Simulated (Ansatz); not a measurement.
Base system: ZrO2 (space group P4_2/nmc, No. 137; a = 3.6208 Å, c = 5.2843 Å). Axes: x, y, z lie along a, b, c of the conventional cell.

One thing is altered: compressive biaxial strain of 0.68 % in the plane normal to [001], as in epitaxy on a mismatched substrate; the out-of-plane cell vector and the atoms relax.

Computed with DFT with PBE, PAW potentials and a 420 eV plane-wave cutoff in Ansatz (a first-principles code), without spin-orbit coupling, earlier PAW set.

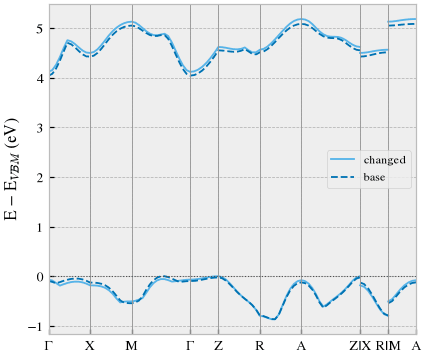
Fig. 1. Highest valence and lowest conduction band along the path, each from its own valence-band maximum

Q: Read the changed gap and its character from the plot.

A: About 4.1 eV, indirect, Z → Γ.

Stability against distortions was not tested. This is not the structure that ZrO2 has at room temperature and ambient pressure.
